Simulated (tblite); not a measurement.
Frequency calculation, with input and output: C₃H₁₂NSi₂

- system: C₃H₁₂NSi₂, multiplicity 2
- method: GFN2-xTB harmonic vibrations, gas phase (tblite 0.8.0)

It belongs to a series of runs on one base structure; here: X = H replaced by N(SiH3)2.

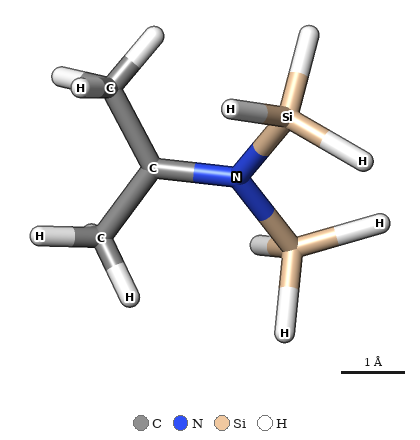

**Figure 1.** The input geometry (stick view, seen at a tilt). Bond lengths as drawn: C–C 1.49 Å, C–H 1.09 to 1.10 Å, C–N 1.39 Å, H–Si 1.46 to 1.47 Å and N–Si 1.75 Å.

**Input**
```
{"job": {"kind": "ir", "xc": "GFN2-xTB", "basis": "xTB"}, "charge": 0, "multiplicity": 2}
C      1.467550    -1.170107    -0.629526
C      0.740565    -0.001424    -0.062307
C      1.549106     1.168047     0.378006
N     -0.641115     0.000548     0.047924
Si    -1.512638     1.518850     0.002256
Si    -1.492578    -1.516519     0.246356
H      2.328039    -0.826313    -1.207055
H      0.823936    -1.755694    -1.282058
H      1.850165    -1.841452     0.149762
H      2.487788     0.825969     0.818407
H      1.014413     1.760985     1.116555
H      1.808069     1.831499    -0.456794
H     -2.882347     1.218891    -0.402230
H     -0.852034     2.389118    -0.968084
H     -1.520597     2.145748     1.333681
H     -2.788957    -1.205928     0.839731
H     -1.694842    -2.165148    -1.058649
H     -0.693281    -2.370753     1.122370
```

The first line tells a small driver script what to run in tblite; the rest is the geometry in Å.

Run on 1 CPU thread, shared host.

Run as:
```bash
OMP_NUM_THREADS=1 python <driver script> task.json out
```

**Output**
```
mode    cm-1     km/mol
  1      45.1      0.00
  2      88.0      1.97
  3     114.6      0.22
  4     118.1      2.77
  5     133.3      0.99
  6     144.5      1.33
  7     213.4      1.10
  8     243.5      0.69
  9     247.8      0.29
 10     362.1      3.29
 11     392.5      6.17
 12     532.4      0.08
 13     539.9     38.83
 14     558.5      0.96
 15     566.2     88.40
 16     608.3     65.14
 17     764.0    311.34
 18     770.2     26.53
 19     784.5    459.48
 20     788.7     80.58
 21     790.6    396.61
 22     824.9    326.68
 23     896.0     83.17
 24     953.1    126.56
 25     984.6      1.49
 26     999.4    113.05
 27    1027.4      3.31
 28    1051.0      6.50
 29    1274.5     44.71
 30    1355.1     97.96
 31    1394.7      2.48
 32    1405.4      0.09
 33    1471.0      7.46
 34    1473.4      2.03
 35    1489.9      0.60
 36    1494.0      0.05
 37    2167.1    426.13
 38    2170.4    290.27
 39    2263.0    319.61
 40    2268.4    113.72
 41    2278.4    197.77
 42    2291.1    490.95
 43    2867.1     91.38
 44    2869.9     24.11
 45    2966.3     11.29
 46    2973.3     76.54
 47    3023.4     50.77
 48    3025.2     14.64
```

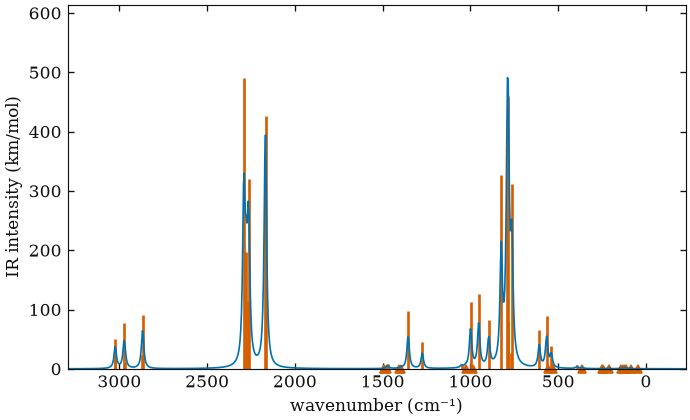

**Figure 2.** Harmonic infrared spectrum, unscaled: sticks (degenerate modes added up, dark ones marked on the axis) with a Lorentzian envelope of 16 cm⁻¹ full width, scaled to the tallest stick. 48 modes from 45 to 3025 cm⁻¹, none imaginary. The strongest line is at 2291 cm⁻¹ (491 km/mol).

**Summary**

| quantity | value |
| --- | --- |
| outcome | converged |
| total energy | −514.6938 eV |
| zero-point energy | 83.0060 kcal/mol |
| wall time | 0.62 s |
| peak memory | 0.18 GiB |
